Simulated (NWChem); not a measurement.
# One shape, several levels: CH2BN3 (SMILES NB1N=C=N1)

Wanted: a comparison of 5 runs (HF/STO-3G, HF/3-21G, B3LYP/6-31G*, PBE0/6-31G*) of CH2BN3. 

The calculation is run with NWChem 7.3.0.

### 1 The structure to begin with

The species is CH2BN3 (7 atoms), meant as a singlet with charge 0. SMILES: `NB1N=C=N1`. The coordinates come from a PBE0-D4/def2-TZVP relaxation.

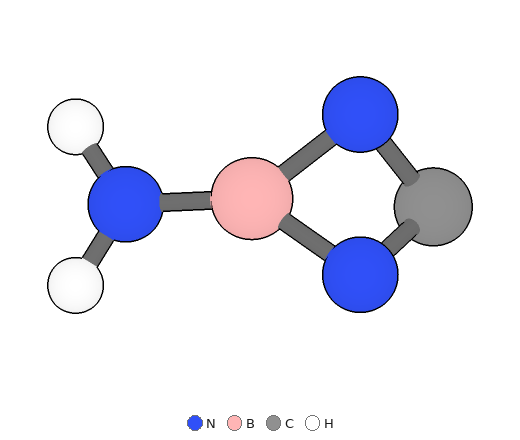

The structure, seen from a chosen angle (nitrogen blue, boron pink, carbon grey, hydrogen white).

### 2 Energy and gradient at HF/STO-3G (run 1)

Input file run.py:

```python
from ase import Atoms
from ase.calculators.nwchem import NWChem

molecule = Atoms('NBNCNHH', positions=[
    [-0.727700, 0.975600, -0.050200],
    [0.133300, -0.073400, 0.163500],
    [0.211500, -1.447600, 0.617100],
    [1.006900, -1.728200, -0.484800],
    [1.500500, -0.518500, -0.016500],
    [-1.700100, 0.936500, 0.198900],
    [-0.424500, 1.855600, -0.428100],
])

calc = NWChem(
    label='nw',
    theory='scf',
    memory='2200 mb',
    basis='STO-3G',
    basispar='spherical bse',
    scf={'nopen': '0', 'rhf': None, 'thresh': '1e-08', 'maxiter': '80'},
)
molecule.calc = calc

forces = molecule.get_forces()
e = molecule.get_potential_energy()
print(f"E = {e:.6f} eV")
print("forces (eV/A):")
for s, f in zip(molecule.symbols, forces):
    print(f"{s:2s} {f[0]:10.5f} {f[1]:10.5f} {f[2]:10.5f}")
print("dipole (e A):", molecule.get_dipole_moment().round(4))
```

Command:

```console
$ export ASE_NWCHEM_COMMAND="nwchem PREFIX.nwi > PREFIX.nwo"
$ python run.py
```

The program printed:

```text
E = -6096.982745 eV
forces (eV/A):
N     0.80491   -1.01600    0.14846
B    -0.85952    1.29805    0.15905
N    -1.22508    0.41930    1.91213
C     0.92210   -3.33261   -3.01698
N     0.89258    1.93851    0.87016
H    -0.69055    0.04139    0.17170
H     0.15555    0.65141   -0.24451
dipole (e A): [-0.5374  0.6995 -0.0678]
```

The calculator wrote nw.nwi:

```
title "nw"

permanent_dir nw

scratch_dir nw

start nw

geometry units angstrom nocenter noautosym noautoz
  N  -7.2770000000000001e-01 9.7560000000000002e-01 -5.0200000000000002e-02
  B  1.3330000000000000e-01 -7.3400000000000007e-02 1.6350000000000001e-01
  N  2.1149999999999999e-01 -1.4476000000000000e+00 6.1709999999999998e-01
  C  1.0068999999999999e+00 -1.7282000000000000e+00 -4.8480000000000001e-01
  N  1.5004999999999999e+00 -5.1849999999999996e-01 -1.6500000000000001e-02
  H  -1.7000999999999999e+00 9.3650000000000000e-01 1.9889999999999999e-01
  H  -4.2449999999999999e-01 1.8555999999999999e+00 -4.2809999999999998e-01
end

memory 2200 mb

basis spherical bse noprint
   * library STO-3G
end

scf
  nopen 0
  rhf
  thresh 1e-08
  maxiter 80
end

task scf gradient
```

nw.nwo:

```text
Northwest Computational Chemistry Package (NWChem) 7.3.0
             --------------------------------------------------------

           Job information
           ---------------

    nwchem branch   = 7.3.0
    use scalapack   = T
    input           = nw.nwi
    prefix          = nw.
    data base       = nw/nw.db
    status          = startup
    nproc           =        1

           Memory information
           ------------------

[... 5 lines left out ...]
    hardfail = no
[... 138 lines left out ...]
         Quadratically convergent ROHF
[... 14 lines left out ...]
       Final RHF  results
[... 4 lines left out ...]
      Two-electron energy =    215.180554718715
[... 36 lines left out ...]
                       ROHF Final Molecular Orbital Analysis
[... 230 lines left out ...]
                 ----------------------------------------
                 |  Time  |  1-e(secs)   |  2-e(secs)   |
                 ----------------------------------------
                 |  CPU   |       0.00   |       0.22   |
                 ----------------------------------------
                 |  WALL  |       0.00   |       0.22   |
                 ----------------------------------------

 Task  times  cpu:        1.6s     wall:        1.6s
 Total times  cpu:        1.6s     wall:        1.6s
```

It took 2.7 s on 1 thread of Intel Xeon Platinum 8375C at 2.90GHz (Ice Lake), shared host; peak memory 0.097 GiB.

### 3 Energy and forces at HF/3-21G (run 2)

Input file sp.xyz:

```xyz
7

N     -0.727700     0.975600    -0.050200
B      0.133300    -0.073400     0.163500
N      0.211500    -1.447600     0.617100
C      1.006900    -1.728200    -0.484800
N      1.500500    -0.518500    -0.016500
H     -1.700100     0.936500     0.198900
H     -0.424500     1.855600    -0.428100
```

Input file run.py:

```python
from ase.io import read
from ase.calculators.nwchem import NWChem

system = read('sp.xyz')

calc = NWChem(
    label='sp',
    theory='scf',
    memory='2200 mb',
    basis='3-21G',
    basispar='spherical bse',
    scf={'nopen': '0', 'rhf': None, 'thresh': '1e-08', 'maxiter': '80', 'print': 'low'},
)
system.calc = calc

forces = system.get_forces()
print("Total energy (eV):", round(system.get_potential_energy(), 6))
print("forces (eV/A):")
for s, f in zip(system.symbols, forces):
    print(f"{s:2s} {f[0]:10.5f} {f[1]:10.5f} {f[2]:10.5f}")
```

Command:

```console
$ export ASE_NWCHEM_COMMAND="nwchem PREFIX.nwi > PREFIX.nwo"
$ python run.py
```

The program printed:

```text
Total energy (eV): -6140.541486
forces (eV/A):
N    -0.23232    0.29887   -0.03399
B    -0.86096    1.67477    0.70587
N    -1.88812   -0.84543    1.31594
C     1.15345   -2.68182   -1.58503
N     1.68490    1.72701   -0.43961
H     0.17730   -0.01070   -0.03348
H    -0.03425   -0.16270    0.07029
```

The calculator wrote sp.nwi:

```
title "sp"

permanent_dir sp

scratch_dir sp

start sp

geometry units angstrom nocenter noautosym noautoz
  N  -7.2770000000000001e-01 9.7560000000000002e-01 -5.0200000000000002e-02
  B  1.3330000000000000e-01 -7.3400000000000007e-02 1.6350000000000001e-01
  N  2.1149999999999999e-01 -1.4476000000000000e+00 6.1709999999999998e-01
  C  1.0068999999999999e+00 -1.7282000000000000e+00 -4.8480000000000001e-01
  N  1.5004999999999999e+00 -5.1849999999999996e-01 -1.6500000000000001e-02
  H  -1.7000999999999999e+00 9.3650000000000000e-01 1.9889999999999999e-01
  H  -4.2449999999999999e-01 1.8555999999999999e+00 -4.2809999999999998e-01
end

memory 2200 mb

basis spherical bse noprint
   * library 3-21G
end

scf
  nopen 0
  rhf
  thresh 1e-08
  maxiter 80
  print low
end

task scf gradient
```

sp.nwo:

```text
Northwest Computational Chemistry Package (NWChem) 7.3.0
             --------------------------------------------------------

           Job information
           ---------------

    nwchem branch   = 7.3.0
    use scalapack   = T
    input           = sp.nwi
    prefix          = sp.
    data base       = sp/sp.db
    status          = startup
    nproc           =        1

           Memory information
           ------------------

[... 5 lines left out ...]
    hardfail = no
[... 114 lines left out ...]
       Final RHF  results
[... 3 lines left out ...]
      One-electron energy =   -575.749800385967
[... 1 line left out ...]
 Nuclear repulsion energy =    136.798238122237
[... 18 lines left out ...]
 Task  times  cpu:        2.0s     wall:        2.0s
 Total times  cpu:        2.0s     wall:        2.0s
```

Wall time 3.3 s (1 thread of Intel Xeon Platinum 8375C at 2.90GHz (Ice Lake), shared host); peak memory 0.096 GiB.

Run 3 isn't shown in full; the table further down has it.

### 4 Energy and gradient at PBE0/6-31G(d) (spherical functions) (run 4)

Input file nw.xyz:

```xyz
7

N     -0.727700     0.975600    -0.050200
B      0.133300    -0.073400     0.163500
N      0.211500    -1.447600     0.617100
C      1.006900    -1.728200    -0.484800
N      1.500500    -0.518500    -0.016500
H     -1.700100     0.936500     0.198900
H     -0.424500     1.855600    -0.428100
```

Input file run.py:

```python
from ase.io import read
from ase.calculators.nwchem import NWChem

mol = read('nw.xyz')

calc = NWChem(
    label='nw',
    theory='dft',
    memory='2200 mb',
    basis='6-31G*',
    basispar='spherical bse',
    dft={'xc': 'pbe0', 'mult': '1', 'grid': 'xfine', 'convergence': 'energy 1e-08', 'iterations': '100', 'mulliken': None},
)
mol.calc = calc

forces = mol.get_forces()
print(f"energy = {mol.get_potential_energy():.6f} eV")
print("forces (eV/A):")
for s, f in zip(mol.symbols, forces):
    print(f"{s:2s} {f[0]:10.5f} {f[1]:10.5f} {f[2]:10.5f}")
print("dipole (e A):", mol.get_dipole_moment().round(4))
```

Command:

```console
$ export ASE_NWCHEM_COMMAND="nwchem PREFIX.nwi > PREFIX.nwo"
$ python run.py
```

The program printed:

```text
energy = -6205.421042 eV
forces (eV/A):
N    -0.05302    0.03852   -0.05065
B     0.13822   -0.15694    0.05332
N    -0.12285    0.00509    0.17931
C     0.02720   -0.19715   -0.23675
N     0.11395    0.17221    0.06284
H    -0.15406   -0.00473    0.04633
H     0.05055    0.14300   -0.05440
dipole (e A): [-0.596   0.8042 -0.0334]
```

The calculator wrote nw.nwi:

```
title "nw"

permanent_dir nw

scratch_dir nw

start nw

geometry units angstrom nocenter noautosym noautoz
  N  -7.2770000000000001e-01 9.7560000000000002e-01 -5.0200000000000002e-02
  B  1.3330000000000000e-01 -7.3400000000000007e-02 1.6350000000000001e-01
  N  2.1149999999999999e-01 -1.4476000000000000e+00 6.1709999999999998e-01
  C  1.0068999999999999e+00 -1.7282000000000000e+00 -4.8480000000000001e-01
  N  1.5004999999999999e+00 -5.1849999999999996e-01 -1.6500000000000001e-02
  H  -1.7000999999999999e+00 9.3650000000000000e-01 1.9889999999999999e-01
  H  -4.2449999999999999e-01 1.8555999999999999e+00 -4.2809999999999998e-01
end

memory 2200 mb

basis spherical bse noprint
   * library 6-31G*
end

dft
  xc pbe0
  mult 1
  grid xfine
  convergence energy 1e-08
  iterations 100
  mulliken
end

task dft gradient
```

nw.nwo:

```text
Northwest Computational Chemistry Package (NWChem) 7.3.0
             --------------------------------------------------------

           Job information
           ---------------

    nwchem branch   = 7.3.0
    use scalapack   = T
    input           = nw.nwi
    prefix          = nw.
    data base       = nw/nw.db
    status          = startup
    nproc           =        1

           Memory information
           ------------------

[... 5 lines left out ...]
    hardfail = no
[... 109 lines left out ...]
  convergence criterion.
[... 42 lines left out ...]
          Spatial weights used:  Erf1
[... 32 lines left out ...]
 1-e energy   =    -576.530081
[... 46 lines left out ...]
           Coulomb energy =      244.498365127314
[... 595 lines left out ...]
          Convergence on density requested:  1.00D-05
[... 28 lines left out ...]
          total energy or number of iterations.
[... 38 lines left out ...]
                 ----------------------------------------
                 |  Time  |  1-e(secs)   |  2-e(secs)   |
                 ----------------------------------------
                 |  CPU   |       0.01   |       2.04   |
                 ----------------------------------------
                 |  WALL  |       0.01   |       2.04   |
                 ----------------------------------------

 Task  times  cpu:       28.1s     wall:       28.1s
 Total times  cpu:       28.1s     wall:       28.1s
```

Wall time 29 s (1 thread of Intel Xeon Platinum 8375C at 2.90GHz (Ice Lake), shared host); peak memory 0.13 GiB.

### 5 Energy and forces at B3LYP/6-31G(d) (Cartesian functions) (run 5)

Input file run.nw:

```
start run
memory stack 880 mb heap 220 mb global 1100 mb
charge 0

geometry units angstrom noautosym nocenter noautoz
N     -0.727700     0.975600    -0.050200
B      0.133300    -0.073400     0.163500
N      0.211500    -1.447600     0.617100
C      1.006900    -1.728200    -0.484800
N      1.500500    -0.518500    -0.016500
H     -1.700100     0.936500     0.198900
H     -0.424500     1.855600    -0.428100
end

basis
* library 6-31G*
end

dft
xc b3lyp
grid xfine
convergence energy 1e-08
iterations 100
mulliken
end

task dft gradient
```

Command:

```console
$ nwchem run.nw > run.out
```

The program printed:

```text
[...]
          Wavefunction type:  closed shell.
          No. of atoms     :     7
          No. of electrons :    34
[...]
          Charge           :     0
          Spin multiplicity:     1
[...]
          AO basis - number of functions:    79
[...]
              XC Information
              --------------
                         B3LYP Method XC Potential
                     Hartree-Fock (Exact) Exchange  0.200
                        Slater Exchange Functional  0.800 local
                    Becke 1988 Exchange Functional  0.720 non-local
              Lee-Yang-Parr Correlation Functional  0.810
                  VWN I RPA Correlation Functional  0.190 local
[...]
 d= 0,ls=0.0,diis     1   -228.2437935511 -3.65D+02  1.04D-02  6.72D-01     2.5
[...]
 d= 0,ls=0.0,diis    10   -228.3142234594 -7.74D-09  1.64D-06  1.49D-08    22.8
         Total DFT energy =     -228.314223459383
      One electron energy =     -578.802032679354
           Coulomb energy =      244.588352361396
    Exchange-Corr. energy =      -30.898781263662
 Nuclear repulsion energy =      136.798238122237
[...]
      Total Density - Mulliken Population Analysis
     ---------------------------------------------
    Atom       Charge   Shell Charges
 -----------   ------   -------------------------------------------------------
    1 N    7     7.74   1.99  0.76  2.60  0.80  1.57  0.02
    2 B    5     4.51   1.99  0.54  1.54  0.16  0.15  0.13
    3 N    7     7.29   1.99  0.87  2.28  1.00  1.15  0.00
    4 C    6     5.87   1.99  0.83  1.65  0.90  0.47  0.01
    5 N    7     7.29   1.99  0.87  2.28  1.00  1.15  0.00
    6 H    1     0.65   0.50  0.15
    7 H    1     0.65   0.50  0.15
[...]
  wavefunction    = closed shell
[...]
```

It took 28 s on 1 thread of Intel Xeon Platinum 8375C at 2.90GHz (Ice Lake), shared host; peak memory 0.14 GiB.

### 6 All runs side by side

```
run                               level  iteration cap  module  energy (Eh)  dipole moment (D)  HOMO energy (eV)  LUMO energy (eV)  wall time
  1                           HF/STO-3G             80     scf  -224.059985               4.25             -8.48              6.80      2.7 s
  2                            HF/3-21G             80     scf  -225.660739                  –                 –                 –      3.3 s
  3  B3LYP/6-31G* (spherical functions)            100     dft  -228.308781               4.79             -6.84             -1.49       27 s
  4   PBE0/6-31G* (spherical functions)            100     dft  -228.045019               4.81             -7.15             -1.25       29 s
  5  B3LYP/6-31G* (Cartesian functions)            100     dft  -228.314223               4.78             -6.86             -1.50       28 s
```

### 7 Summary of results

| quantity | value |
| --- | --- |
| run 5: total energy | -228.31422 Eh |
| run 5: dipole moment | 4.78 D |
| run 5: HOMO energy | -6.86 eV |
| run 5: LUMO energy | -1.50 eV |
| run 5: HOMO–LUMO gap | 5.36 eV |
| run 5: largest force on an atom | 0.758 eV/Å |

Over runs 1, 3, 4, 5 the dipole moment (its size) runs from 4.25 D (HF/STO-3G) to 4.81 D (PBE0/6-31G*). The two ends differ in method and basis. Over runs 1, 3, 4, 5 the HOMO–LUMO gap runs from 5.35 eV (B3LYP/6-31G*) to 15.28 eV (HF/STO-3G). Totals of different functionals can't be ranked against each other. In run 1 the basis is minimal, so the values are rough. All runs together took 90 s, the longest 29 s.
